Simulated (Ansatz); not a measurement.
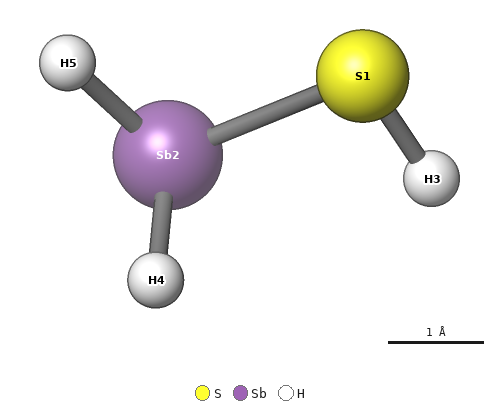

Fig. 1: The structure as given in the input (ball-and-stick view, seen on its broad side; atoms are numbered from 1 in the order of the input). Sticks mark near contacts. Bond lengths as drawn: H–S 1.41 Å, H–Sb 1.69 to 1.75 Å and S–Sb 2.50 Å.

Geometry relaxation, with input and output: SbH3S

The run: geometry relaxation of SbH3S. Method and program: RKS CAM-B3LYP-D4/def2-TZVP (Ansatz 0.2.0).

It belongs to a series of runs on one base structure; here: end point A relaxed. Figures and captions count atoms from 1; the log counts them from 0 in places.

### Output
```
The last accepted step is kept in [file] (removed where the run ends without a failure and the disk answers)
Engine: ansatz 0.2.0, x86_64-unknown-linux-gnu
Functional definition: CAM-B3LYP
  parameter alpha = 0.19
  parameter beta = 0.46
  parameter omega = 0.33/bohr
  parameter ac = 0.81
  exchange = (1 - alpha - beta)*b88_x + beta*b88_x_sr(omega) + alpha*exact_x + beta*exact_x_lr(omega)
  correlation = (1 - ac)*vwn5_c + ac*lyp_c
839 factors; their error is unknown
235 factors; integrals over basis functions are off by at most 8.8e-6 eV
mean field evaluation 1: about -17421.4402 eV, gradient 1.5e1 eV
mean field evaluation 2: about -17421.5229 eV, gradient 1.6e1 eV
mean field evaluation 4: about -17422.1174 eV, gradient 4.8e-1 eV
mean field evaluation 8: about -17422.2652 eV, gradient 3.9e-1 eV
mean field evaluation 16: about -17422.2654 eV, gradient 1.2e-4 eV
mean field -17422.26535018 eV, -640.2564423835 hartree, gradient 1.3e-5 eV, S^2 0.000000; 0 other end points of the search recorded, 0 dependent functions left out
the calculation of the forces begins
reference -17422.26546040 eV, -640.2564464340 hartree; 21, 21 occupied and 84, 84 virtual orbitals, 839 factors
relax step   1: F+E_penalty+E_count = -17422.35373218 eV  Δ(F+E_penalty+E_count) = +0.000e0 eV  max|allowed force component| = 1.199e0 eV/Å  Δτ_max = 0.0000 Å  (29 SCF iters, accepted)
these checks for a lower state are left out or cut short: starts, cluster_reference, orbital_swaps, neighbouring_geometries, increment
839 factors; their error is unknown
235 factors; integrals over basis functions are off by at most 8.4e-6 eV
mean field -17422.32913747 eV, -640.2587865233 hartree, gradient 9.7e-6 eV, S^2 0.000000; 0 other end points of the search recorded, 0 dependent functions left out
[... from here on the field's lines of each further geometry are left out, up to the last ...]
relax step   2: F+E_penalty+E_count = -17422.41737151 eV  Δ(F+E_penalty+E_count) = -6.364e-2 eV  max|allowed force component| = 7.936e-1 eV/Å  Δτ_max = 0.1689 Å  (31 SCF iters, accepted)
relax step   3: F+E_penalty+E_count = -17422.46152032 eV  Δ(F+E_penalty+E_count) = -4.415e-2 eV  max|allowed force component| = 5.112e-1 eV/Å  Δτ_max = 0.0695 Å  (32 SCF iters, accepted)
relax step   4: F+E_penalty+E_count = -17422.50089596 eV  Δ(F+E_penalty+E_count) = -3.938e-2 eV  max|allowed force component| = 2.369e-1 eV/Å  Δτ_max = 0.2000 Å  (36 SCF iters, accepted)
relax step   5: F+E_penalty+E_count = -17422.52264342 eV  Δ(F+E_penalty+E_count) = -2.175e-2 eV  max|allowed force component| = 6.195e-2 eV/Å  Δτ_max = 0.1995 Å  (35 SCF iters, accepted)
relax step   6: F+E_penalty+E_count = -17422.51952020 eV  Δ(F+E_penalty+E_count) = +3.123e-3 eV  max|allowed force component| = 2.900e-1 eV/Å  Δτ_max = 0.0580 Å  (31 SCF iters, rejected (line search))
relax step   7: F+E_penalty+E_count = -17422.52524626 eV  Δ(F+E_penalty+E_count) = -2.603e-3 eV  max|allowed force component| = 4.166e-2 eV/Å  Δτ_max = 0.0281 Å  (32 SCF iters, accepted)
relax step   8: F+E_penalty+E_count = -17422.52865701 eV  Δ(F+E_penalty+E_count) = -3.411e-3 eV  max|allowed force component| = 1.780e-2 eV/Å  Δτ_max = 0.0860 Å  (30 SCF iters, accepted)
relax step   9: F+E_penalty+E_count = -17422.52419797 eV  Δ(F+E_penalty+E_count) = +4.459e-3 eV  max|allowed force component| = 3.970e-1 eV/Å  Δτ_max = 0.0895 Å  (31 SCF iters, rejected (line search))
relax step  10: F+E_penalty+E_count = -17422.52908402 eV  Δ(F+E_penalty+E_count) = -4.270e-4 eV  max|allowed force component| = 6.769e-3 eV/Å  Δτ_max = 0.0216 Å  (32 SCF iters, accepted)
relax step  11: F+E_penalty+E_count = -17422.52894581 eV  Δ(F+E_penalty+E_count) = +1.382e-4 eV  max|allowed force component| = 1.123e-1 eV/Å  Δτ_max = 0.0478 Å  (32 SCF iters, rejected (line search))
relax step  12: F+E_penalty+E_count = -17422.52931013 eV  Δ(F+E_penalty+E_count) = -2.261e-4 eV  max|allowed force component| = 9.083e-3 eV/Å  Δτ_max = 0.0238 Å  (32 SCF iters, accepted)
relax step  13: F+E_penalty+E_count = -17422.52929470 eV  Δ(F+E_penalty+E_count) = +1.544e-5 eV  max|allowed force component| = 4.145e-2 eV/Å  Δτ_max = 0.0239 Å  (32 SCF iters, rejected (line search))
the calculation of the forces begins
reference -17422.44136281 eV, -640.2629107284 hartree; 21, 21 occupied and 84, 84 virtual orbitals, 839 factors
relax step  14: F+E_penalty+E_count = -17422.52937033 eV  Δ(F+E_penalty+E_count) = -6.020e-5 eV  max|allowed force component| = 6.673e-3 eV/Å  Δτ_max = 0.0116 Å  (33 SCF iters, accepted)
839 factors; their error is unknown
235 factors; integrals over basis functions are off by at most 7.7e-6 eV
mean field evaluation 128: about -17422.4412 eV, gradient 7.9e-2 eV
```

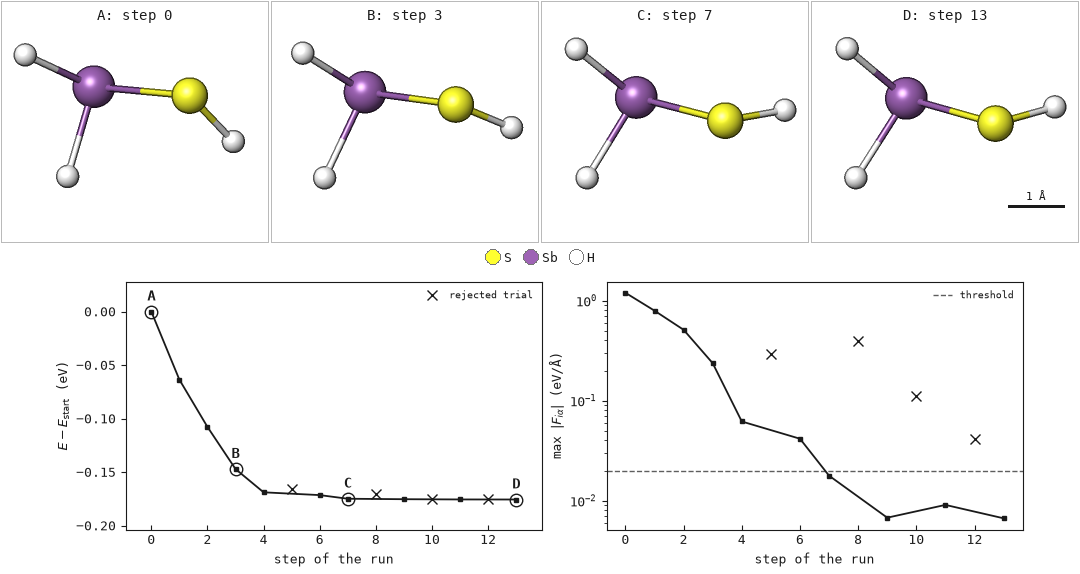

Fig. 2: Frames of the relaxation (ball-and-stick view, seen at a tilt) above the curves, on which the letters mark them (the first geometry is step 0 here and step 1 in the log).

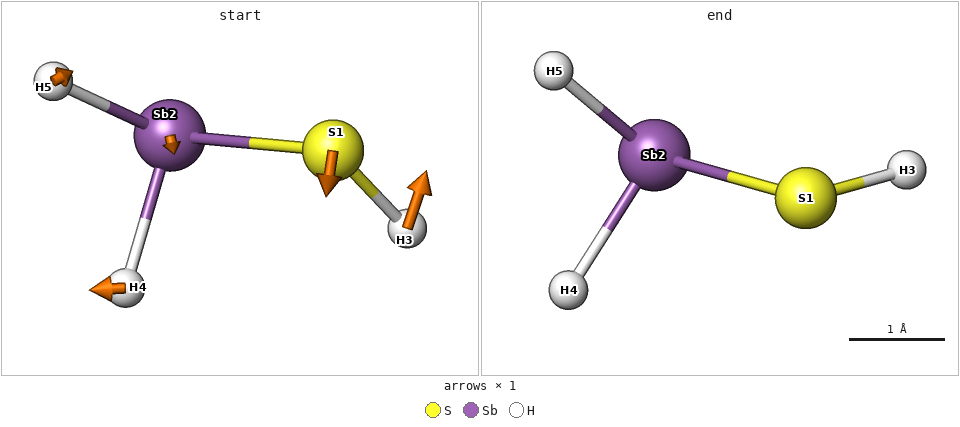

Fig. 3: Before (left) and after (right) the relaxation, at one scale (ball-and-stick view, seen at a tilt). The orange arrows give the displacements, at true length. The largest move after the best rigid fit is that of H3, 0.65 Å. By element the largest moves are H 0.65 Å, S 0.51 Å, Sb 0.21 Å. Distances before and after: S1–Sb2 2.501 → 2.429 Å, S1–H3 1.407 → 1.339 Å, Sb2–H5 1.752 → 1.704 Å, Sb2–H4 1.688 → 1.704 Å. Among the angles that change: Sb2–S1–H3 89.4° → 93.7°, S1–Sb2–H4 91.8° → 94.7°. The energy falls by 0.176 eV in 13 geometry steps. Largest force component: 1.2 eV/Å at the start, 0.0067 eV/Å at the end. The line search rejected the trial steps at points 5, 8, 10, 12 (counted from 0) and went back. (Atoms are counted from 1 in the order of the input.)

```
mean field -17422.44125333 eV, -640.2629067050 hartree, gradient 1.1e-5 eV, S^2 0.000000; 1 other end points of the search recorded, 0 dependent functions left out
the calculation of the forces begins
reference -17422.44136281 eV, -640.2629107284 hartree; 21, 21 occupied and 84, 84 virtual orbitals, 839 factors
Total energy: -17422.52947982 eV, -640.2661489687 hartree
Atom 0 at     0.489974    -0.814164     1.179088 Å, force     0.000213    -0.006623    -0.004974 eV/Å
Atom 1 at    -0.167372     0.219500    -0.918878 Å, force     0.000796     0.001041    -0.001258 eV/Å
Atom 2 at     0.967364    -1.915904     0.586508 Å, force    -0.002294     0.006673     0.004529 eV/Å
Atom 3 at    -1.710068     0.688265    -0.367302 Å, force     0.001189    -0.001312     0.002416 eV/Å
Atom 4 at     0.470102     1.748603    -0.520816 Å, force     0.000096     0.000221    -0.000712 eV/Å
Dipole moment:    -0.014104    -0.028364    -0.356613 e Å
```

### Trajectory as extended XYZ (Å, eV, eV/Å), 14 frames, from step=1 to step=14
```
5
Properties=species:S:1:pos:R:3:forces:R:3 step=1 energy=-17422.35373
S     0.9747   -0.7271    1.0310   -0.9304  -1.0398  -0.9271
Sb   -0.0095    0.3250   -1.0128    0.5718   0.3417   0.6771
H     0.3384   -1.9364    0.6966    0.7749   1.1985   0.4425
H    -1.5555    0.3209   -0.3357   -0.3053   0.1021   0.0167
H     0.3019    1.9439   -0.4205   -0.1110  -0.6025  -0.2092
5
Properties=species:S:1:pos:R:3:forces:R:3 step=2 energy=-17422.41737
S     0.9629   -0.7328    0.9726   -0.2127  -0.7256   0.3487
Sb   -0.0117    0.3356   -0.9606   -0.5237  -0.5756  -0.6389
H     0.4445   -1.9872    0.7635    0.3075   0.7936  -0.0583
H    -1.6448    0.4405   -0.4147    0.2165  -0.0251   0.0338
H     0.2991    1.8702   -0.4022    0.2123   0.5327   0.3147
5
Properties=species:S:1:pos:R:3:forces:R:3 step=3 energy=-17422.46152
S     0.9445   -0.7051    0.9967   -0.2629  -0.5112  -0.0287
Sb   -0.0277    0.3101   -0.9878   -0.1302  -0.1082  -0.0716
H     0.4342   -1.9345    0.7193    0.2779   0.4154   0.0972
H    -1.6315    0.4100   -0.3904    0.0632   0.0197  -0.0021
H     0.3304    1.8459   -0.3792    0.0520   0.1843   0.0052
5
Properties=species:S:1:pos:R:3:forces:R:3 step=4 energy=-17422.50090
S     0.8037   -0.7106    1.0784   -0.1095  -0.2369  -0.0985
Sb   -0.0806    0.2775   -0.9677    0.0160  -0.0344   0.0865
H     0.6215   -1.9828    0.6682    0.0855   0.2346   0.0498
H    -1.6711    0.5184   -0.3930   -0.0118   0.0143   0.0053
H     0.3765    1.8238   -0.4273    0.0198   0.0224  -0.0431
5
Properties=species:S:1:pos:R:3:forces:R:3 step=5 energy=-17422.52264
S     0.6318   -0.7494    1.1382   -0.0017  -0.0536   0.0239
Sb   -0.1284    0.2465   -0.9449    0.0059  -0.0030   0.0620
H     0.8155   -1.9729    0.6229    0.0049   0.0526  -0.0287
H    -1.6958    0.6155   -0.3813   -0.0136   0.0087  -0.0185
H     0.4268    1.7866   -0.4763    0.0044  -0.0047  -0.0386
5
Properties=species:S:1:pos:R:3:forces:R:3 step=6 energy=-17422.51952 accepted=F
S     0.6108   -0.7739    1.1848   -0.0266  -0.2668  -0.2429
Sb   -0.1409    0.2291   -0.9016    0.0657   0.0582  -0.0528
H     0.8564   -1.9602    0.5838   -0.0313   0.2900   0.2053
H    -1.7182    0.6461   -0.4009    0.0292  -0.0039   0.0819
H     0.4419    1.7852   -0.5074   -0.0370  -0.0774   0.0086
5
Properties=species:S:1:pos:R:3:forces:R:3 step=7 energy=-17422.52525
S     0.6179   -0.7640    1.1577   -0.0417   0.0366   0.0062
Sb   -0.1326    0.2391   -0.9261    0.0220   0.0000  -0.0002
H     0.8348   -1.9629    0.6057    0.0256  -0.0250  -0.0195
H    -1.7031    0.6279   -0.3866   -0.0040   0.0073   0.0206
H     0.4329    1.7862   -0.4922   -0.0019  -0.0189  -0.0071
5
Properties=species:S:1:pos:R:3:forces:R:3 step=8 energy=-17422.52866
S     0.5374   -0.7905    1.1724   -0.0042  -0.0134  -0.0098
Sb   -0.1523    0.2272   -0.9235   -0.0035  -0.0001   0.0178
H     0.9150   -1.9364    0.5919    0.0084   0.0058   0.0052
H    -1.7057    0.6625   -0.3723   -0.0018   0.0067  -0.0058
H     0.4557    1.7634   -0.5099    0.0011   0.0010  -0.0074
5
Properties=species:S:1:pos:R:3:forces:R:3 step=9 energy=-17422.52420 accepted=F
S     0.4619   -0.8274    1.1834    0.1832  -0.3530  -0.1859
Sb   -0.1757    0.2201   -0.9149   -0.0074  -0.0189  -0.0290
H     1.0031   -1.9209    0.5884   -0.2010   0.3970   0.1821
H    -1.7150    0.7060   -0.3654    0.0244  -0.0115   0.0098
H     0.4757    1.7485   -0.5329    0.0008  -0.0136   0.0229
5
Properties=species:S:1:pos:R:3:forces:R:3 step=10 energy=-17422.52908
S     0.5190   -0.8001    1.1753   -0.0041  -0.0030  -0.0035
Sb   -0.1577    0.2248   -0.9212   -0.0058  -0.0058   0.0068
H     0.9355   -1.9298    0.5900    0.0051   0.0039  -0.0001
H    -1.7076    0.6725   -0.3704    0.0022   0.0034  -0.0027
H     0.4608    1.7589   -0.5152    0.0025   0.0015  -0.0004
5
Properties=species:S:1:pos:R:3:forces:R:3 step=11 energy=-17422.52895 accepted=F
S     0.4781   -0.8169    1.1831    0.0498  -0.1123  -0.0809
Sb   -0.1698    0.2165   -0.9181   -0.0107   0.0140   0.0143
H     0.9780   -1.9095    0.5816   -0.0447   0.0979   0.0767
H    -1.7102    0.6925   -0.3651    0.0066  -0.0025  -0.0054
H     0.4740    1.7438   -0.5229   -0.0009   0.0029  -0.0048
5
Properties=species:S:1:pos:R:3:forces:R:3 step=12 energy=-17422.52931
S     0.4993   -0.8103    1.1771   -0.0020  -0.0010   0.0044
Sb   -0.1645    0.2220   -0.9197   -0.0012  -0.0074  -0.0042
H     0.9581   -1.9223    0.5892   -0.0019   0.0091  -0.0050
H    -1.7097    0.6838   -0.3685    0.0032  -0.0006   0.0022
H     0.4667    1.7530   -0.5196    0.0018  -0.0001   0.0026
5
Properties=species:S:1:pos:R:3:forces:R:3 step=13 energy=-17422.52930 accepted=F
S     0.4771   -0.8182    1.1806    0.0216  -0.0414  -0.0318
Sb   -0.1693    0.2177   -0.9197   -0.0081   0.0070   0.0130
H     0.9773   -1.9093    0.5841   -0.0143   0.0320   0.0296
H    -1.7089    0.6909   -0.3631    0.0013   0.0017  -0.0082
H     0.4738    1.7452   -0.5233   -0.0006   0.0007  -0.0025
5
Properties=species:S:1:pos:R:3:forces:R:3 step=14 energy=-17422.52937
S     0.4900   -0.8142    1.1791    0.0002  -0.0066  -0.0050
Sb   -0.1674    0.2195   -0.9189    0.0008   0.0010  -0.0013
H     0.9674   -1.9159    0.5865   -0.0023   0.0067   0.0045
H    -1.7101    0.6883   -0.3673    0.0012  -0.0013   0.0024
H     0.4701    1.7486   -0.5208    0.0001   0.0002  -0.0007
```

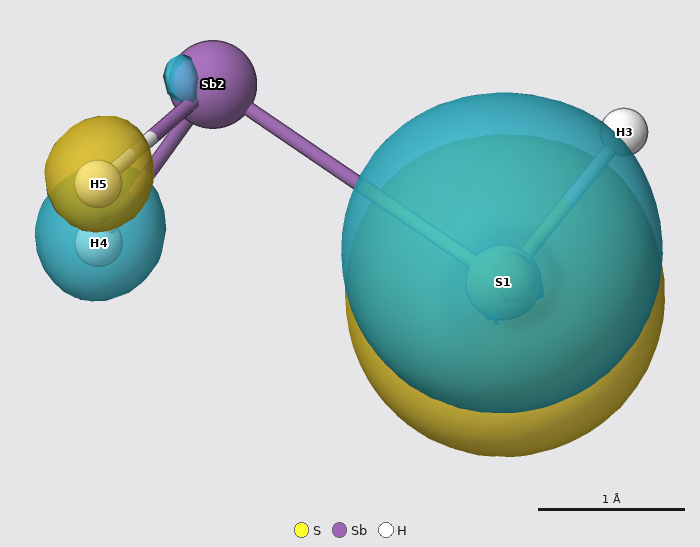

Fig. 4: One frontier orbital at ±0.15 Å⁻³ᐟ² (yellow and cyan are the two phases), seen from the side. The HOMO, at −8.58 eV.

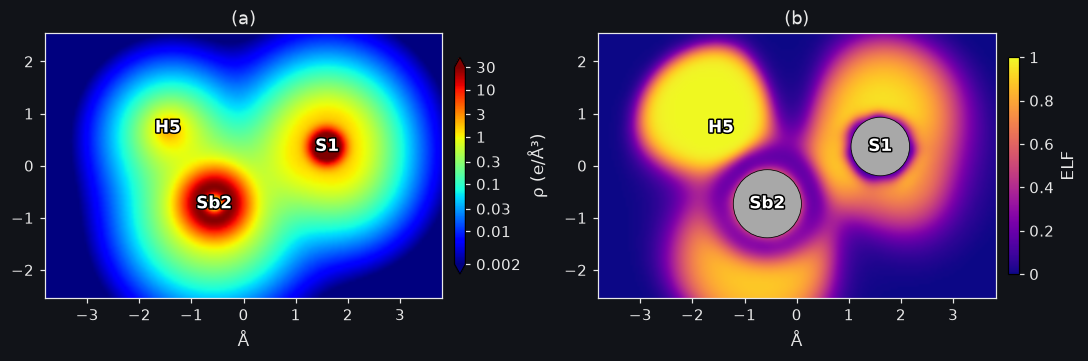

Fig. 5: (a) total electron density; (b) ELF on the plane of atoms S1, Sb2 and H5. Grey discs, where drawn, cover atomic cores. Atoms in the plane: S, Sb and H.

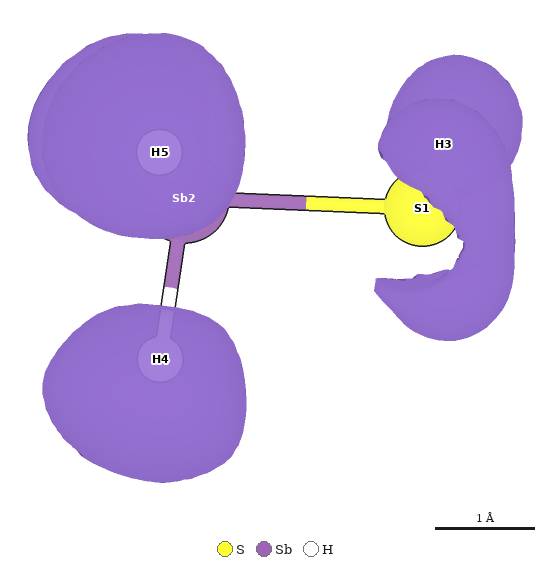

Fig. 6: Isosurface of the electron localisation function at 0.9 (purple), seen at a tilt. Only the valence region is drawn (cores and ρ < 0.01 e/Å³ removed). Along the contacts the grid gives the following. Sb–S (2.43 Å): the ELF peaks at about 0.85 in the valence shell of S, 0.9 Å from its nucleus, and drops to about 0.20 between the two atoms. S–H (1.34 Å): the ELF climbs to about 1 towards the hydrogen.

This output came from the following input.

### The input
```yaml
crystal:
  periodic: [false, false, false]
  atoms:
    - { symbol: S, position_ang: [0.9747, -0.7271, 1.031] }
    - { symbol: Sb, position_ang: [-0.0095, 0.325, -1.0128] }
    - { symbol: H, position_ang: [0.3384, -1.9364, 0.6966] }
    - { symbol: H, position_ang: [-1.5555, 0.3209, -0.3357] }
    - { symbol: H, position_ang: [0.3019, 1.9439, -0.4205] }
basis:
  gaussian: { orbitals: def2-TZVP }
hamiltonian:
  xc: cam_b3lyp
  dispersion: d4
relax:
  f_tol: 0.02
  max_steps: 50
output:
  orbitals: {}
```

Run as:
```bash
ansatz run input.yaml --threads 2 --pin off --max-ram 3072MiB --backend cpu --events-out ev --progress --plain --runs-dir out
```

### Results in brief

- outcome: converged
- total energy: −17422.5295 eV
- mean-field energy: −17422.4414 eV
- largest force (length of the vector) at the end: 0.008 eV/Å
- hardware: 2 threads of Intel Xeon @ 2.50GHz (Skylake/Cascade Lake), 16 GiB of memory available, shared host
- wall time: 47 s (CPU time 89 s)
- peak memory: 0.22 GiB
